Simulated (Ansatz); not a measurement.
## A computed optical spectrum

Method: Ansatz, PBE, independent particles, with spin-orbit coupling, line width 0.1 eV (Gaussian); metals get a typed carrier damping. The response is along the first axis of the cell.

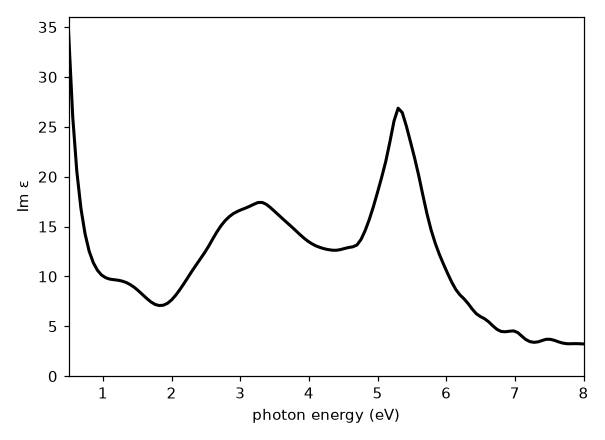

Question: To which candidate does it belong?
A. KTaO3 (Pm-3m)
B. Ta (Im-3m)
C. Cs (Im-3m)

Answer: B. Ta (Im-3m): a metal, with a Drude term, main peak of the conductivity above 1 eV at 5.33 eV. The others: KTaO3 (Pm-3m), least direct gap 2.63 eV, ε∞ = 5.47 along the first axis, strongest peak along the first axis at 6.14 eV; Cs (Im-3m), a metal, with a Drude term, main peak of the conductivity above 1 eV at 15.11 eV.
